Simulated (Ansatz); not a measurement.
```yaml
atoms:
  - { symbol: O, position_ang: [1.2012, -0.3278, -0.3417] }
  - { symbol: Ga, position_ang: [-0.4246, -0.9191, 0.1229] }
  - { symbol: Cl, position_ang: [-1.9651, 0.5525, 0.5552] }
  - { symbol: H, position_ang: [1.2441, 0.6343, -0.3568] }
```

Geometry: PBE0-D4/def2-TZVP.

The calculation used UKS PBE0-D4/def2-TZVPP (Ansatz).

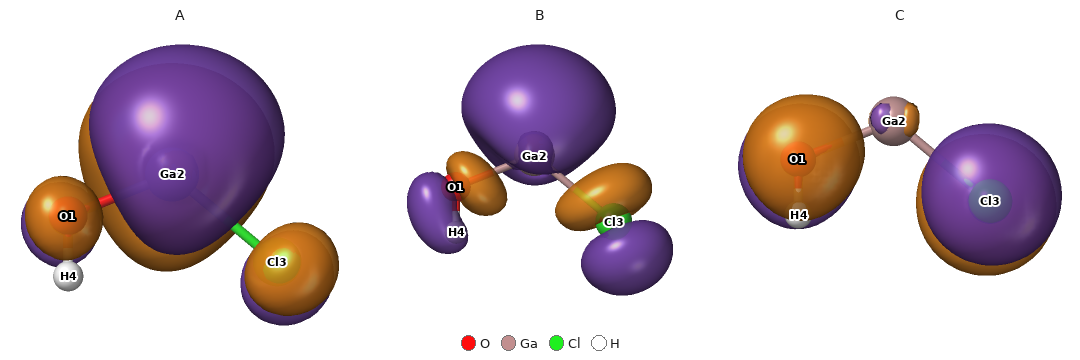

ClGaHO (SMILES [OH][Ga][Cl]) (doublet). Three frontier orbitals at ±0.08 Å⁻³ᐟ² (orange and purple are the two phases), in no order.

### Which picture is the HOMO−1, the HOMO and the LUMO? All are α orbitals.

C is the HOMO−1 (α) (−9.13 eV). It lies mainly on Cl3 (about 50 %), O1 (about 40 %) and Ga2 (about 5 %); it changes sign across the molecular plane (π type). B is the HOMO (α) (−6.98 eV). By Hirshfeld shares it lies mainly on Ga2 (about 70 %), Cl3 (about 20 %) and O1 (about 10 %); it is symmetric in the molecular plane (an in-plane orbital: σ, lone-pair or in-plane π type). A is the LUMO (α) (−1.47 eV). By Hirshfeld shares it lies mainly on Ga2 (about 80 %), Cl3 (about 10 %) and O1 (about 10 %); it changes sign across the molecular plane (π type).

### What is the gap between the highest occupied and lowest empty α orbitals?

5.51 eV between the orbital energies.
